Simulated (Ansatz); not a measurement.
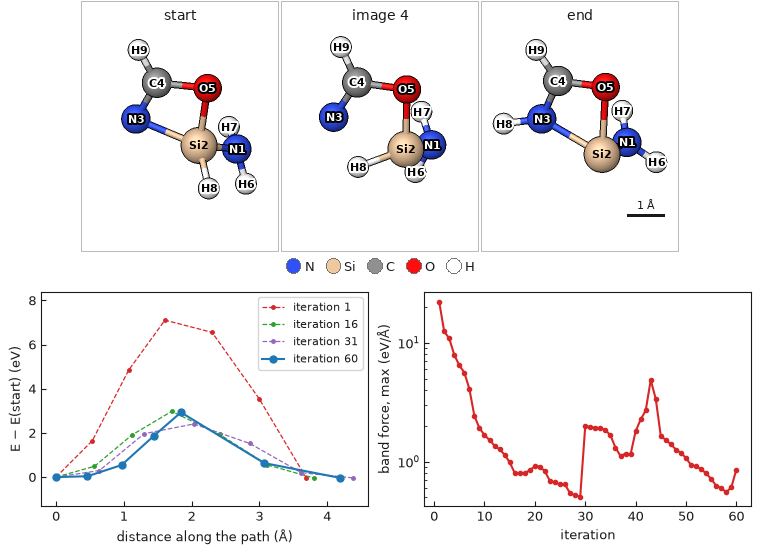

NEB run on CH$_{4}$N$_{2}$OSi. Images are numbered from 0 (start) to 6 (end). The plot follows the band through its iterations. Style: ball-and-stick. Shown from a free direction.

Level of theory: Ansatz, RKS PBE-D4/STO-3G. Settings: 5 movable images; climbing image; force threshold 0.03 eV/Å; iteration limit 60; optimiser FIRE; largest step 0.5 Å; starting path through a guess of the saddle point.

Did the band converge, and can the barrier be trusted?

Answer. The result isn't final. The band hadn't converged when the run stopped after 60 iterations. The largest component of the band force went from 22 to 0.86 eV/Å. The barrier read from it is provisional: over the last two iterations the highest image moved from 2.88 eV to 2.93 eV. The step length is far from the usual. The first iteration put the highest image at 7.11 eV. The highest point, image 4, lies 2.93 eV above the start and 2.97 eV above the end; the end is at −0.04 eV relative to the start.

Limits of the set-up: STO-3G is a minimal basis, so the numbers are rough.
